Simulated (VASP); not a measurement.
Consider the following.

```xyz
2
Lattice="4.5146 0.0000 0.0000 0.0000 4.5146 0.0000 0.0000 0.0000 4.5146" Properties=species:S:1:pos:R:3 pbc="T T T"
Cs     0.0000     0.0000     0.0000
I      2.2573     2.2573     2.2573
```

The numbers are results of PBEsol GGA, VASP's PBE PAW potentials (set 64) (plane waves; VASP), not measurements. Run with 400 eV cut-off, 7×7×7 Γ-centred mesh, tetrahedra with Blöchl corrections, potentials Cs_sv I.

Unless said otherwise, spin-orbit coupling is left out, though it shifts the bands of the heavy elements here.

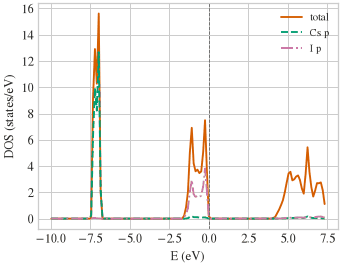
Figure. Total and projected density of states, zero at the valence-band maximum

Within 2 eV below the valence-band maximum the largest weight inside VASP's projection spheres is I p.

It has a band gap.

The structure was generated: CsI was put into the CsCl type type (Pm-3m), which need not be its known phase. It was relaxed first, which changed the volume by -25 %.
